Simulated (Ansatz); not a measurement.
# VO2F (Cc): the host for defect calculations, part 2 of 2

Aim: the runs on the perfect crystal VO2F (Cc) that a defect calculation needs first.

Ansatz 0.2.0; plane-wave PAW DFT, PBEsol; single point of the host's primitive cell on a dense mesh (the session's first sound run).

So far: The structure; Primitive cell on a dense mesh; Self-consistent run.

**4. Defect free supercell relaxed from displaced atoms**

This step: plane-wave PAW DFT, PBEsol; relaxation of the defect-free supercell from random displacements, a test of the host's stability (Ansatz 0.2.0).

pristine.rattled/input.yaml

```yaml
crystal:
  lattice:
    - [9.1549039035, -5.1250442944, -0.004919745]
    - [9.1549039035, 5.1250442944, -0.004919745]
    - [-5.82112496, 0.0, 8.567781552]
  atoms:
    - { symbol: V, position: [0.3832263124, 0.117830337, 0.3980636148] }
    - { symbol: V, position: [0.117830337, 0.3832263124, 0.1480636148] }
    - { symbol: O, position: [0.2447345104, 0.0497278272, 0.3048195912] }
    - { symbol: O, position: [-0.0048643798, 0.5155676454, 0.2794162879] }
    - { symbol: O, position: [0.0497278272, 0.2447345104, 0.0548195912] }
    - { symbol: O, position: [0.5155676454, -0.0048643798, 0.0294162879] }
    - { symbol: F, position: [0.2717658835, 0.3007963688, 0.3358765112] }
    - { symbol: F, position: [0.3007963688, 0.2717658835, 0.0858765112] }
    - { symbol: V, position: [0.3832263124, 0.117830337, 0.8980636148] }
    - { symbol: V, position: [0.117830337, 0.3832263124, 0.6480636148] }
    - { symbol: O, position: [0.2447345104, 0.0497278272, 0.8048195912] }
    - { symbol: O, position: [-0.0048643798, 0.5155676454, 0.7794162879] }
    - { symbol: O, position: [0.0497278272, 0.2447345104, 0.5548195912] }
    - { symbol: O, position: [0.5155676454, -0.0048643798, 0.5294162879] }
    - { symbol: F, position: [0.2717658835, 0.3007963688, 0.8358765111] }
    - { symbol: F, position: [0.3007963688, 0.2717658835, 0.5858765111] }
    - { symbol: V, position: [0.3832263124, 0.617830337, 0.3980636148] }
    - { symbol: V, position: [0.117830337, 0.8832263124, 0.1480636148] }
    - { symbol: O, position: [0.2447345104, 0.5497278272, 0.3048195912] }
    - { symbol: O, position: [-0.0048643798, 1.0155676454, 0.2794162879] }
    - { symbol: O, position: [0.0497278272, 0.7447345105, 0.0548195912] }
    - { symbol: O, position: [0.5155676454, 0.4951356202, 0.0294162879] }
    - { symbol: F, position: [0.2717658835, 0.8007963688, 0.3358765112] }
    - { symbol: F, position: [0.3007963688, 0.7717658835, 0.0858765112] }
    - { symbol: V, position: [0.3832263124, 0.617830337, 0.8980636148] }
    - { symbol: V, position: [0.117830337, 0.8832263124, 0.6480636148] }
    - { symbol: O, position: [0.2447345104, 0.5497278272, 0.8048195912] }
    - { symbol: O, position: [-0.0048643798, 1.0155676454, 0.7794162879] }
    - { symbol: O, position: [0.0497278272, 0.7447345105, 0.5548195912] }
    - { symbol: O, position: [0.5155676454, 0.4951356202, 0.5294162879] }
    - { symbol: F, position: [0.2717658835, 0.8007963688, 0.8358765111] }
    - { symbol: F, position: [0.3007963688, 0.7717658835, 0.5858765111] }
    - { symbol: V, position: [0.8832263124, 0.117830337, 0.3980636148] }
    - { symbol: V, position: [0.617830337, 0.3832263124, 0.1480636148] }
    - { symbol: O, position: [0.7447345105, 0.0497278272, 0.3048195912] }
    - { symbol: O, position: [0.4951356202, 0.5155676454, 0.2794162879] }
    - { symbol: O, position: [0.5497278272, 0.2447345104, 0.0548195912] }
    - { symbol: O, position: [1.0155676454, -0.0048643798, 0.0294162879] }
    - { symbol: F, position: [0.7717658835, 0.3007963688, 0.3358765112] }
    - { symbol: F, position: [0.8007963688, 0.2717658835, 0.0858765112] }
    - { symbol: V, position: [0.8832263124, 0.117830337, 0.8980636148] }
    - { symbol: V, position: [0.617830337, 0.3832263124, 0.6480636148] }
    - { symbol: O, position: [0.7447345105, 0.0497278272, 0.8048195912] }
    - { symbol: O, position: [0.4951356202, 0.5155676454, 0.7794162879] }
    - { symbol: O, position: [0.5497278272, 0.2447345104, 0.5548195912] }
    - { symbol: O, position: [1.0155676454, -0.0048643798, 0.5294162879] }
    - { symbol: F, position: [0.7717658835, 0.3007963688, 0.8358765111] }
    - { symbol: F, position: [0.8007963688, 0.2717658835, 0.5858765111] }
    - { symbol: V, position: [0.8832263124, 0.617830337, 0.3980636148] }
    - { symbol: V, position: [0.617830337, 0.8832263124, 0.1480636148] }
    - { symbol: O, position: [0.7447345105, 0.5497278272, 0.3048195912] }
    - { symbol: O, position: [0.4951356202, 1.0155676454, 0.2794162879] }
    - { symbol: O, position: [0.5497278272, 0.7447345105, 0.0548195912] }
    - { symbol: O, position: [1.0155676454, 0.4951356202, 0.0294162879] }
    - { symbol: F, position: [0.7717658835, 0.8007963688, 0.3358765112] }
    - { symbol: F, position: [0.8007963688, 0.7717658835, 0.0858765112] }
    - { symbol: V, position: [0.8832263124, 0.617830337, 0.8980636148] }
    - { symbol: V, position: [0.617830337, 0.8832263124, 0.6480636148] }
    - { symbol: O, position: [0.7447345105, 0.5497278272, 0.8048195912] }
    - { symbol: O, position: [0.4951356202, 1.0155676454, 0.7794162879] }
    - { symbol: O, position: [0.5497278272, 0.7447345105, 0.5548195912] }
    - { symbol: O, position: [1.0155676454, 0.4951356202, 0.5294162879] }
    - { symbol: F, position: [0.7717658835, 0.8007963688, 0.8358765111] }
    - { symbol: F, position: [0.8007963688, 0.7717658835, 0.5858765111] }
basis:
  ecutwfc: 420
  xc_grid: 2
hamiltonian:
  xc: pbesol
kpoints:
  mp_grid: { grid: [1, 1, 1], shift: [0.25, 0.25, 0.25] }
scf:
  occupations: { method: fermi_dirac, width: 0.01 }
  max_iter: 80
output:
  forces: true
relax:
  f_tol: 0.01
  max_steps: 120
  random_displacement: { amplitude: 0.08, seed: 5305 }
checkpoint:
  write: "../pristine.rattled.run"
  compress: false
  write_wavefunctions: false
  write_every: 100000
```

Run with:

```console
ansatz run input.yaml --threads 4 --pin off --max-ram 7536MiB --backend cpu --events-out ev --progress --plain --runs-dir out
```

Numbers of over 12 decimals in the logs are rounded to 6 here.

Log:

```text
[... repeated set-up lines and file paths are left out, and long positions are rounded to six places ...]
[...]
Crystal: 64 atoms, lattice volume = 803.695 Å³
Basis set: ecut = 420 eV, 15709 PW (Γ), exchange–correlation on 144×144×144 points (8 copies of the dense FFT grid, shifted against one another)
Bands: 320, of which v1, the nominal top of the filled ones, is band 256 counted from 1 (255 counted from 0)
Symmetry: 1 space group operations
k-points: 1
[...]
SCF iter   1: F=—  HF=-76946.712776 eV  |F-HF|=—  |Δ(HF+E_count)|=         —  Δρ=2.05e-2  dr2=3.05e0  ethr=1.77e-3  ⟨swp⟩=6.0  Hψ=1055  notcnv=0  defer=41
[...]
SCF iter  15: F=-76946.191318 eV  HF=-76946.191318 eV  |F-HF|=1.37e-7  |Δ(HF+E_count)|=   8.58e-8  Δρ=8.39e-6  dr2=7.15e-7  ethr=4.88e-10  ⟨swp⟩=2.0  Hψ=931  notcnv=0
SCF 1 converged in 15 iterations: F = -76946.191318 eV  dr2 = 7.15e-7
[...]
relax step   1: F+E_penalty+E_count = -76946.19131766 eV  Δ(F+E_penalty+E_count) = +0.000e0 eV  max|allowed force component| = 6.436e0 eV/Å  Δτ_max = 0.0000 Å  (15 SCF iters, dr2 threshold 2.50e-6 eV, accepted)
[... the SCF cycles and remarks between the steps are left out from here to the last step ...]
relax step   2: F+E_penalty+E_count = -76949.15619390 eV  Δ(F+E_penalty+E_count) = -2.965e0 eV  max|allowed force component| = 2.906e0 eV/Å  Δτ_max = 0.0642 Å  (9 SCF iters, dr2 threshold 1.00e-4 eV, accepted)
relax step   3: F+E_penalty+E_count = -76949.92622725 eV  Δ(F+E_penalty+E_count) = -7.700e-1 eV  max|allowed force component| = 6.269e-1 eV/Å  Δτ_max = 0.2000 Å  (11 SCF iters, dr2 threshold 1.00e-4 eV, accepted)
relax step   4: F+E_penalty+E_count = -76950.29994280 eV  Δ(F+E_penalty+E_count) = -3.737e-1 eV  max|allowed force component| = 5.253e-2 eV/Å  Δτ_max = 0.1390 Å  (11 SCF iters, dr2 threshold 2.46e-5 eV, accepted)
relax step   5: F+E_penalty+E_count = -76950.30785063 eV  Δ(F+E_penalty+E_count) = -7.908e-3 eV  max|allowed force component| = 1.369e-2 eV/Å  Δτ_max = 0.0278 Å  (12 SCF iters, dr2 threshold 1.72e-7 eV, accepted)
SCF iter   1: F=—  HF=-76950.308536 eV  |F-HF|=—  |Δ(HF+E_count)|=         —  Δρ=3.97e-4  dr2=8.65e-4  ethr=1.93e-6  ⟨swp⟩=2.0  Hψ=556  notcnv=0  defer=60
[...]
SCF iter   9: F=-76950.308076 eV  HF=-76950.308077 eV  |F-HF|=2.44e-8  |Δ(HF+E_count)|=   6.13e-8  Δρ=2.49e-6  dr2=6.36e-8  ethr=1.95e-11  ⟨swp⟩=3.0  Hψ=818  notcnv=0
SCF 6 converged in 9 iterations: F = -76950.308076 eV  dr2 = 6.36e-8
relax step   6: F+E_penalty+E_count = -76950.30807649 eV  Δ(F+E_penalty+E_count) = -2.259e-4 eV  max|allowed force component| = 2.711e-3 eV/Å  Δτ_max = 0.0043 Å  (9 SCF iters, accepted)
SCF converged after 9 iterations
Free energy (F): -76950.308076 eV
[...]
Internal energy: -76950.308076 eV  (E = F + TS)
E sigma→0 (E₀):  -76950.308076 eV
Fermi energy:    4.530867 eV
[...]
--- Forces (eV/Å), atoms counted from 1 ---
  atom   1  V      0.00150154     0.00161522     0.00147357
  atom   2  V      0.00052079    -0.00146829     0.00244678
  atom   3  O     -0.00233936    -0.00082509    -0.00157012
  atom   4  O      0.00137976     0.00077944    -0.00124349
  atom   5  O     -0.00203320     0.00056169    -0.00241196
  atom   6  O      0.00008273    -0.00119197     0.00037439
  atom   7  F      0.00017597    -0.00144166     0.00008348
  atom   8  F      0.00063604     0.00147828    -0.00001573
  atom   9  V      0.00218664     0.00067873     0.00270937
  atom  10  V      0.00249929    -0.00216300     0.00170589
  atom  11  O     -0.00245379     0.00091898    -0.00181849
  atom  12  O      0.00087028     0.00126351     0.00014980
  atom  13  O     -0.00247511     0.00036676    -0.00174995
  atom  14  O      0.00042443    -0.00079253     0.00071654
  atom  15  F      0.00051935    -0.00090451    -0.00011367
  atom  16  F      0.00046372     0.00118344     0.00081230
  atom  17  V      0.00224382     0.00006401     0.00091128
  atom  18  V      0.00176629    -0.00196935     0.00140718
  atom  19  O     -0.00180559    -0.00061744    -0.00134583
  atom  20  O      0.00005639     0.00090949     0.00042645
  atom  21  O     -0.00158181     0.00053858    -0.00097056
  atom  22  O      0.00060767    -0.00042863    -0.00062149
  atom  23  F     -0.00017429    -0.00110211    -0.00016992
  atom  24  F     -0.00033751     0.00194364     0.00029682
  atom  25  V      0.00097937     0.00180571     0.00233016
  atom  26  V      0.00191125    -0.00087749     0.00190363
  atom  27  O     -0.00231831    -0.00010990    -0.00183553
  atom  28  O     -0.00012718     0.00027098    -0.00070015
  atom  29  O     -0.00231467     0.00020090    -0.00177965
  atom  30  O      0.00025281    -0.00104307     0.00078797
  atom  31  F      0.00029561    -0.00109324     0.00025162
  atom  32  F      0.00081997     0.00093722    -0.00013136
  atom  33  V      0.00049299     0.00214164     0.00106358
  atom  34  V      0.00080574    -0.00158552     0.00118695
  atom  35  O     -0.00164727    -0.00064187    -0.00184694
  atom  36  O     -0.00053100     0.00174103     0.00066410
  atom  37  O     -0.00155655    -0.00014217    -0.00157221
  atom  38  O     -0.00001028    -0.00080174     0.00037331
  atom  39  F      0.00014261    -0.00123401    -0.00005521
  atom  40  F      0.00078452     0.00040917    -0.00042113
[...]
atom  53  O     -0.00242743     0.00013685    -0.00181688
  atom  54  O      0.00099296    -0.00082696    -0.00020203
  atom  55  F      0.00006348    -0.00079909     0.00068291
  atom  56  F      0.00085414     0.00028816    -0.00026161
  atom  57  V      0.00129717     0.00077159     0.00132000
  atom  58  V      0.00055093    -0.00099569     0.00149194
  atom  59  O     -0.00221173    -0.00049944    -0.00171595
  atom  60  O      0.00059315     0.00089946    -0.00051769
  atom  61  O     -0.00192585    -0.00002270    -0.00242023
  atom  62  O      0.00042283    -0.00137641    -0.00041839
  atom  63  F      0.00024307    -0.00083369     0.00109981
  atom  64  F      0.00011086     0.00115194     0.00048483
  max |Σ_I F_I| component: 1.01e-4 eV/Å
--- Relaxed structure (6 steps of the walk, 6 accepted, 0 SCFs on fresh bases) ---
  F+E_penalty+E_count = -76950.30807649 eV   max|allowed force component| = 2.711e-3 eV/Å
  atoms:
    - { symbol: V, position: [0.383861, 0.117925, 0.397317] }
    - { symbol: V, position: [0.118281, 0.383512, 0.147343] }
    - { symbol: O, position: [0.248348, 0.045468, 0.305059] }
    - { symbol: O, position: [-0.005349, 0.519307, 0.278852] }
    - { symbol: O, position: [0.045773, 0.248050, 0.055278] }
    - { symbol: O, position: [0.519713, -0.005786, 0.028787] }
    - { symbol: F, position: [0.266894, 0.301906, 0.338358] }
    - { symbol: F, position: [0.302188, 0.266384, 0.088259] }
    - { symbol: V, position: [0.383921, 0.117903, 0.897351] }
    - { symbol: V, position: [0.118285, 0.383501, 0.647359] }
    - { symbol: O, position: [0.248557, 0.045252, 0.805093] }
    - { symbol: O, position: [-0.005482, 0.519234, 0.778736] }
    - { symbol: O, position: [0.045762, 0.248035, 0.555101] }
    - { symbol: O, position: [0.519576, -0.005896, 0.528655] }
    - { symbol: F, position: [0.266760, 0.301839, 0.838290] }
    - { symbol: F, position: [0.302221, 0.266413, 0.588280] }
    - { symbol: V, position: [0.383855, 0.617949, 0.397330] }
    - { symbol: V, position: [0.118285, 0.883484, 0.147296] }
    - { symbol: O, position: [0.248399, 0.545410, 0.305006] }
    - { symbol: O, position: [-0.005484, 1.019276, 0.278683] }
    - { symbol: O, position: [0.045829, 0.747975, 0.055150] }
    - { symbol: O, position: [0.519718, 0.494198, 0.028762] }
    - { symbol: F, position: [0.266819, 0.801937, 0.338359] }
    - { symbol: F, position: [0.302268, 0.766434, 0.088323] }
    - { symbol: V, position: [0.383890, 0.617898, 0.897320] }
    - { symbol: V, position: [0.118279, 0.883540, 0.647358] }
    - { symbol: O, position: [0.248453, 0.545352, 0.805183] }
    - { symbol: O, position: [-0.005401, 1.019421, 0.778808] }
    - { symbol: O, position: [0.045678, 0.748143, 0.555198] }
    - { symbol: O, position: [0.519598, 0.494071, 0.528625] }
    - { symbol: F, position: [0.266769, 0.801850, 0.838301] }
    - { symbol: F, position: [0.302205, 0.766327, 0.588263] }
    - { symbol: V, position: [0.883913, 0.117922, 0.397337] }
    - { symbol: V, position: [0.618283, 0.383560, 0.147371] }
    - { symbol: O, position: [0.748444, 0.045417, 0.305201] }
    - { symbol: O, position: [0.494585, 0.519406, 0.278802] }
    - { symbol: O, position: [0.545667, 0.248174, 0.055198] }
    - { symbol: O, position: [1.019620, -0.005915, 0.028639] }
    - { symbol: F, position: [0.766800, 0.301881, 0.338325] }
    - { symbol: F, position: [0.802212, 0.266364, 0.088290] }
    - { symbol: V, position: [0.883880, 0.117966, 0.897341] }
    - { symbol: V, position: [0.618285, 0.383485, 0.647304] }
    - { symbol: O, position: [0.748429, 0.045420, 0.805024] }
    - { symbol: O, position: [0.494499, 0.519274, 0.778680] }
    - { symbol: O, position: [0.545845, 0.247972, 0.555191] }
    - { symbol: O, position: [1.019697, -0.005821, 0.528750] }
    - { symbol: F, position: [0.766826, 0.301957, 0.838372] }
    - { symbol: F, position: [0.802268, 0.266476, 0.588352] }
    - { symbol: V, position: [0.883927, 0.617916, 0.397378] }
    - { symbol: V, position: [0.618309, 0.883519, 0.147354] }
    - { symbol: O, position: [0.748504, 0.545339, 0.305128] }
    - { symbol: O, position: [0.494562, 1.019274, 0.278750] }
    - { symbol: O, position: [0.545763, 0.748076, 0.055098] }
    - { symbol: O, position: [1.019551, 0.494117, 0.028687] }
    - { symbol: F, position: [0.766818, 0.801825, 0.338252] }
    - { symbol: F, position: [0.802250, 0.766462, 0.088306] }
    - { symbol: V, position: [0.883842, 0.617938, 0.897330] }
    - { symbol: V, position: [0.618279, 0.883522, 0.647335] }
    - { symbol: O, position: [0.748311, 0.545509, 0.805106] }
    - { symbol: O, position: [0.494640, 1.019364, 0.778826] }
    - { symbol: O, position: [0.545754, 0.748076, 0.555275] }
    - { symbol: O, position: [1.019671, 0.494210, 0.528814] }
    - { symbol: F, position: [0.766886, 0.801882, 0.838304] }
    - { symbol: F, position: [0.802188, 0.766428, 0.588250] }
```

It took 3.8 min on 4 threads of Arm Neoverse N1, shared host; peak memory 1.6 GiB; 11 min of CPU time.

The steps of the relaxation:

```tsv
step	energy less that of the first step (eV)	largest force component (eV/Å)
1	0.0000	6.4359
2	-2.9649	2.9059
3	-3.7349	0.6269
4	-4.1086	0.0525
5	-4.1165	0.0137
6	-4.1168	0.0027
```

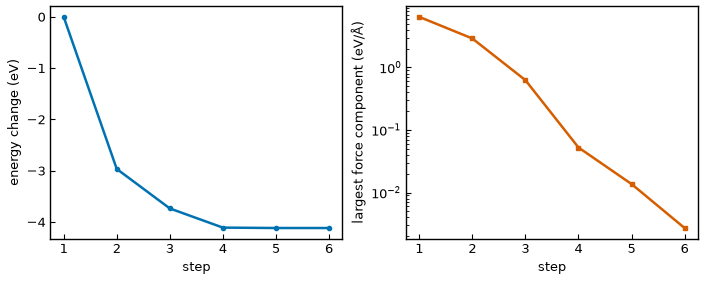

Energy and largest force along the relaxation.

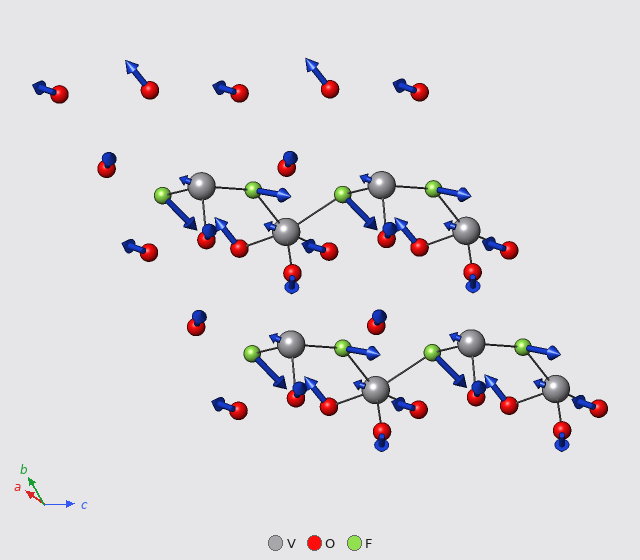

Displacements in the relaxation from the typed sites, exaggerated, the mean shift taken out; the longest in the cell stands for 0.06 Å. Drawn is a slice 4 Å thick, seen along the normal of the bc plane. Bonds to atoms that aren't drawn are left out.

The atoms that moved most (Å, from the sites as typed, ahead of the random displacement, the mean shift of all atoms taken out):

```tsv
atom	dx	dy	dz	length
F32	-0.047	-0.033	0.018	0.060
F40	-0.047	-0.033	0.018	0.060
F15	-0.047	0.033	0.018	0.060
F31	-0.047	0.033	0.018	0.060
F8	-0.047	-0.033	0.018	0.060
F39	-0.046	0.033	0.018	0.060
F16	-0.047	-0.033	0.018	0.060
F24	-0.046	-0.033	0.018	0.060
```

The relaxation ends 64 meV an atom lower than the displaced start, with a largest force component of 0.0027 eV/Å.

**5. Outcome**

```yaml
symmetric_supercell_less_the_displaced_and_relaxed_one: 0.000 eV
energy_an_atom_at_one_point_at_less_that_on_the_dense_mesh: -0.001 eV
```

In words: Step 4: The energy fell by 4.117 eV from the randomly displaced start; against the sites as typed, F32 ends farthest off, by 0.06 Å, once the mean shift is taken out. The displaced cell ends within 0.01 eV of the symmetric one, so no lower structure shows in this supercell. All at zero temperature.

[Logs are printed without paths, hosts, clocks, repeated set-up lines and the standing remarks that a program may print on its own settings, such as how far it seeks lower states.]

[Hosts, paths, dates, database ids (printed as entryN), source tags and the programs' standing remarks are cut or masked in the printed files.]

[Runs of the host that timed out are not shown.]

[For some hosts the program warned that the k-mesh of the response run may be too coarse for force constants and the static dielectric constant; such warnings are not always shown.]
